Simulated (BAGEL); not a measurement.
**triplet MgHF at 5 levels**

Wanted: a comparison of 5 runs (UHF/3-21G, ROHF/6-31G*, UHF/6-31G*, ROHF/def2-TZVPPD, FCI/STO-3G) of triplet MgHF. 

The results are computed with BAGEL 1.2.2.

8 further runs of the same task are left out: 1 that didn't finish, 7 set aside as unsound or not needed. Runs told in other sessions of the task aren't counted.

## (1) Starting point

The species is MgHF (3 atoms), meant as a triplet with charge 0. As SMILES of the parent species, `[F][MgH]`. The shape is that of a PBE0-D4/def2-TZVP optimisation. That shape belongs to the parent species and isn't relaxed for this state.

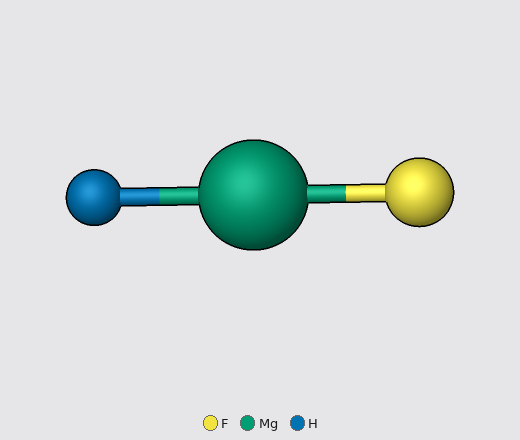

Viewed from a chosen angle; fluorine yellow, magnesium teal, hydrogen blue.

## (2) The energy at UHF/3-21G (density fitting with qzvpp-jkfit) (run 1)

input.json

```json
{ "bagel" : [

{
  "title" : "molecule",
  "basis" : "3-21g",
  "df_basis" : "qzvpp-jkfit",
  "angstrom" : true,
  "geometry" : [
    { "atom" : "F", "xyz" : [      -1.378600,       0.792200,      -0.675100 ] },
    { "atom" : "Mg", "xyz" : [       0.014500,      -0.032400,       0.004400 ] },
    { "atom" : "H", "xyz" : [       1.353200,      -0.824800,       0.657400 ] }
  ]
},

{
  "title" : "uhf",
  "nopen" : 2
},

{
  "title" : "print",
  "file" : "orbitals.molden",
  "orbitals" : true
}

]}
```

Command:

```bash
$ BAGEL_NUM_THREADS=1 BAGEL input.json > input.out
```

The program printed:

```text
* using 1 threads per process

  ===============================================================
  ===============================================================

  *** Geometry ***

  { "atom" : "F", "xyz" : [     -2.605176,      1.497041,     -1.275754 ] },
  { "atom" : "Mg", "xyz" : [      0.027401,     -0.061227,      0.008315 ] },
  { "atom" : "H", "xyz" : [      2.557177,     -1.558646,      1.242306 ] },

  Number of auxiliary basis functions:      207

  Since a DF basis is specified, we compute 2- and 3-index integrals:
    o Being stored without compression. Storage requirement is 0.001 GB

  Number of basis functions:       24
  Number of electrons      :       22

    * METHOD: MOLECULE                             0.10

  *** Open-shell HF ***

  === Nuclear Repulsion ===
    37.6993298910

      * DIIS with orbital gradients will be used.

  === UHF iteration (3-21g) ===
      0       -297.64088738          0.09731758           0.02
      1       -297.71592929          0.08973153           0.02
      2       -297.76581501          0.05916267           0.02
      3       -297.80250627          0.00350562           0.02
      4       -297.80370298          0.00127363           0.02
      5       -297.80393789          0.00027460           0.02
      6       -297.80395209          0.00009925           0.02
      7       -297.80395404          0.00003205           0.02
      8       -297.80395424          0.00000827           0.02
      9       -297.80395426          0.00000179           0.02
     10       -297.80395426          0.00000077           0.02
     11       -297.80395426          0.00000019           0.02
     12       -297.80395426          0.00000005           0.02
     13       -297.80395426          0.00000001           0.02
     14       -297.80395426          0.00000001           0.02
    * SCF iteration converged.

    * S^2 (UHF) is 2.0037

    * Permanent dipole moment:
           (   -1.732113,     1.025269,    -0.845011) a.u.

    * METHOD: UHF                                  0.45

    * METHOD: PRINT                                0.01

  ===============================================================
```

Run time: 1.1 s. Hardware: 1 thread of AMD EPYC, shared host; peak memory 0.14 GiB.

## (3) A single-point energy at ROHF/6-31G(d) (density fitting with qzvpp-jkfit, spherical functions) (run 2)

calc.json

```json
{ "bagel": [

{
  "title": "molecule",
  "basis": "6-31gs.json",
  "df_basis": "qzvpp-jkfit",
  "angstrom": true,
  "geometry": [
    { "atom": "F", "xyz": [      -1.378600,       0.792200,      -0.675100 ] },
    { "atom": "Mg", "xyz": [       0.014500,      -0.032400,       0.004400 ] },
    { "atom": "H", "xyz": [       1.353200,      -0.824800,       0.657400 ] }
  ]
},

{ "title": "rohf", "charge": 0, "nopen": 2 },

{ "title": "print", "file": "orbitals.molden", "orbitals": true }

]}
```

The basis set 6-31G* is read from a file made from the Basis Set Exchange's data (not shown).

Command:

```bash
$ BAGEL_NUM_THREADS=1 BAGEL calc.json > calc.out
```

The program printed:

```text
* using 1 threads per process

  ===============================================================
  ===============================================================

  *** Geometry ***

  { "atom" : "F", "xyz" : [     -2.605176,      1.497041,     -1.275754 ] },
  { "atom" : "Mg", "xyz" : [      0.027401,     -0.061227,      0.008315 ] },
  { "atom" : "H", "xyz" : [      2.557177,     -1.558646,      1.242306 ] },

  Number of auxiliary basis functions:      207

  Since a DF basis is specified, we compute 2- and 3-index integrals:
    o Being stored without compression. Storage requirement is 0.002 GB

  Number of basis functions:       34
  Number of electrons      :       22

    * METHOD: MOLECULE                             0.11

  *** Open-shell HF ***

  === Nuclear Repulsion ===
    37.6993298910

      * DIIS with orbital gradients will be used.

  === ROHF iteration (6-31gs.json) ===
      0       -299.28000161          0.07893381           0.03
      1       -299.36570114          0.06993003           0.04
      2       -299.42310831          0.04744696           0.03
      3       -299.47445345          0.00298278           0.03
      4       -299.47593467          0.00095385           0.03
      5       -299.47618214          0.00018955           0.03
      6       -299.47619975          0.00005320           0.03
      7       -299.47620099          0.00000918           0.03
      8       -299.47620107          0.00000414           0.03
      9       -299.47620109          0.00000140           0.03
     10       -299.47620107          0.00000030           0.03
     11       -299.47620106          0.00000009           0.03
     12       -299.47620106          0.00000004           0.03
     13       -299.47620106          0.00000002           0.03
     14       -299.47620106          0.00000002           0.03
     15       -299.47620106          0.00000001           0.03
     16       -299.47620106          0.00000001           0.04
    * SCF iteration converged.

    * S^2 (ROHF) is 2.0000

    * Permanent dipole moment:
           (   -1.945768,     1.151736,    -0.949296) a.u.

    * METHOD: ROHF                                 0.70

    * METHOD: PRINT                                0.01

  ===============================================================
```

It took 1.4 s on 1 thread of AMD EPYC, shared host; peak memory 0.14 GiB.

Run 3 isn't shown in full; the table further down has it.

## (4) A single-point energy at ROHF/def2-TZVPPD (density fitting with qzvpp-jkfit) (run 4)

input.json

```json
{ "bagel" : [

{
  "title" : "molecule",
  "basis" : "def2-tzvppd.json",
  "df_basis" : "qzvpp-jkfit",
  "angstrom" : true,
  "geometry" : [
    { "atom" : "F", "xyz" : [   -1.378600,    0.792200,   -0.675100 ] },
    { "atom" : "Mg", "xyz" : [    0.014500,   -0.032400,    0.004400 ] },
    { "atom" : "H", "xyz" : [    1.353200,   -0.824800,    0.657400 ] }
  ]
},
{ "title" : "rohf", "charge" : 0, "nopen" : 2 },
{ "title" : "print", "file" : "orbitals.molden", "orbitals" : true }

]}
```

The basis set def2-TZVPPD is read from a file made from the Basis Set Exchange's data (not shown).

Command:

```bash
$ BAGEL_NUM_THREADS=1 BAGEL input.json > input.out
```

The program printed:

```text
* using 1 threads per process

  ===============================================================
  ===============================================================

  *** Geometry ***

  { "atom" : "F", "xyz" : [     -2.605176,      1.497041,     -1.275754 ] },
  { "atom" : "Mg", "xyz" : [      0.027401,     -0.061227,      0.008315 ] },
  { "atom" : "H", "xyz" : [      2.557177,     -1.558646,      1.242306 ] },

  Number of auxiliary basis functions:      207

  Since a DF basis is specified, we compute 2- and 3-index integrals:
    o Being stored without compression. Storage requirement is 0.014 GB

  Number of basis functions:       92
  Number of electrons      :       22

    * METHOD: MOLECULE                             0.16

  *** Open-shell HF ***

  === Nuclear Repulsion ===
    37.6993298910

      * DIIS with orbital gradients will be used.

  === ROHF iteration (def2-tzvppd.json) ===
      0       -299.30887784          0.05125830           0.10
      1       -299.37745390          0.05119518           0.11
      2       -299.45565189          0.03608939           0.10
      3       -299.54569635          0.00183361           0.19
      4       -299.54727860          0.00065990           0.10
      5       -299.54759112          0.00015632           0.09
      6       -299.54762052          0.00004159           0.10
      7       -299.54762346          0.00000844           0.11
      8       -299.54762358          0.00000453           0.10
      9       -299.54762363          0.00000191           0.09
     10       -299.54762361          0.00000063           0.09
     11       -299.54762361          0.00000012           0.09
     12       -299.54762361          0.00000005           0.08
     13       -299.54762361          0.00000004           0.08
     14       -299.54762361          0.00000003           0.08
     15       -299.54762361          0.00000003           0.09
     16       -299.54762361          0.00000002           0.09
     17       -299.54762361          0.00000001           0.08
    * SCF iteration converged.

    * S^2 (ROHF) is 2.0000

    * Permanent dipole moment:
           (   -2.025693,     1.199046,    -0.988375) a.u.

    * METHOD: ROHF                                 2.05

    * METHOD: PRINT                                0.06

  ===============================================================
```

Run time: 3 s. Hardware: 1 thread of AMD EPYC, shared host; peak memory 0.14 GiB.

## (5) The energy at FCI/STO-3G (density fitting with qzvpp-jkfit) (run 5)

fci.json

```json
{ "bagel": [

{
  "title": "molecule",
  "basis": "sto-3g",
  "df_basis": "qzvpp-jkfit",
  "angstrom": true,
  "geometry": [
    { "atom": "F", "xyz": [   -1.378600,    0.792200,   -0.675100 ] },
    { "atom": "Mg", "xyz": [    0.014500,   -0.032400,    0.004400 ] },
    { "atom": "H", "xyz": [    1.353200,   -0.824800,    0.657400 ] }
  ]
},
{
  "title": "hf"
},
{
  "title": "fci",
  "nstate": 1,
  "ncore": 2,
  "nspin": 2
}

]}
```

Command:

```bash
$ BAGEL_NUM_THREADS=1 BAGEL fci.json > fci.out
```

The program printed:

```text
* using 1 threads per process

  ===============================================================
  ===============================================================

  *** Geometry ***

  { "atom" : "F", "xyz" : [     -2.605176,      1.497041,     -1.275754 ] },
  { "atom" : "Mg", "xyz" : [      0.027401,     -0.061227,      0.008315 ] },
  { "atom" : "H", "xyz" : [      2.557177,     -1.558646,      1.242306 ] },

  Number of auxiliary basis functions:      207

  Since a DF basis is specified, we compute 2- and 3-index integrals:
    o Being stored without compression. Storage requirement is 0.000 GB

  Number of basis functions:       15
  Number of electrons      :       22

    * METHOD: MOLECULE                             0.10

  *** RHF ***

  === Nuclear Repulsion ===
    37.6993298910

      * DIIS with orbital gradients will be used.

  === RHF iteration (sto-3g) ===
      0       -295.64075310          0.02908085           0.01
      1       -295.71760754          0.00580130           0.01
      2       -295.72026056          0.00138999           0.01
[... 5 lines of this table left out ...]
      8       -295.72050123          0.00000000           0.01
    * SCF iteration converged.

    * Permanent dipole moment:
           (   -0.194145,     0.114917,    -0.094662) a.u.

    * METHOD: HF                                   0.21

  ---------------------------
        FCI calculation
  ---------------------------

  Performs exactly the same way as Knowles & Handy 1984 CPL

  o alpha-beta strings
      length:          1573
  o size of the space
      determinant space:  368082
      spin-adapted space: 234234

  o single displacement lists (alpha)
      length:         11440
  o single displacement lists (beta)
      length:         61776

     guess   0:   closed 11111111.....        open ........11...

  === FCI iteration ===

      0  0      -295.40423028     6.77e-04      3.09
      1  0      -295.48419957     3.17e-04      1.75
      2  0      -295.49742040     1.55e-04      1.94
[... 16 lines of this table left out ...]
     19  0      -295.50195872     1.26e-09      2.19
    ** throwing out 1 trial vectors **
     20  0      -295.50195872     7.22e-10      1.78
    ** throwing out 1 trial vectors **
     21  0      -295.50195872     1.01e-09      2.02
    ** throwing out 1 trial vectors **
     22  0      -295.50195872     1.79e-09      2.11
    ** throwing out 1 trial vectors **
     23  0      -295.50195872     2.10e-09      2.15
    ** throwing out 1 trial vectors **
     24  0      -295.50195872     1.35e-09      2.53
    ** throwing out 1 trial vectors **
     25  0      -295.50195872     6.45e-10      1.81
    ** throwing out 1 trial vectors **
     26  0      -295.50195872     3.08e-10      1.84
    ** throwing out 1 trial vectors **
     27  0      -295.50195872     1.13e-10      2.32
    ** throwing out 1 trial vectors **
     28  0 *    -295.50195872     3.83e-11      2.37

     * ci vector, state   0, <S^2> = 2.0000
       22222222aa...     0.9434893789
       22222a222...a     0.1684647394
       22222a22a2...    -0.1324810641
       22222a222a...     0.0870012596
       22222222.a..a     0.0818664656
       22222a22a.2..     0.0717327311
       22222a22a..2.     0.0717327307
       22222a22.2..a    -0.0667617714
       22222ab22aa..     0.0581571391
       22222a2b2a.a.     0.0581571391
       22222222a...a    -0.0562368360

    * METHOD: FCI                                 63.46

  ===============================================================
```

Wall time 65 s (1 thread of AMD EPYC, shared host); peak memory 0.68 GiB.

## (6) Overview of the runs

```
run                                                                level  start charge  start multiplicity  energy (Eh)  dipole moment (D)   ⟨S²⟩  wall time
  1                         UHF/3-21G (density fitting with qzvpp-jkfit)             –                   –  -297.803954               5.55  2.004      1.1 s
  2  ROHF/6-31G* (density fitting with qzvpp-jkfit, spherical functions)             –                   –  -299.476201               6.23  2.000      1.4 s
  3   UHF/6-31G* (density fitting with qzvpp-jkfit, spherical functions)             –                   –  -299.476567               6.23  2.002      1.3 s
  4                  ROHF/def2-TZVPPD (density fitting with qzvpp-jkfit)             –                   –  -299.547624               6.49  2.000        3 s
  5                        FCI/STO-3G (density fitting with qzvpp-jkfit)             0                   1  -295.501959                  –      –       65 s
```

## (7) What came out

```
           quantity          value
run 5: total energy  -295.50196 Eh
```

In words: Over runs 1, 2, 3, 4 the dipole moment (its size) runs from 5.55 D (UHF/3-21G) to 6.49 D (ROHF/def2-TZVPPD). The two ends differ in method and basis. In run 5 the basis is minimal, so the values are rough. All runs together took 71 s, the longest 65 s.
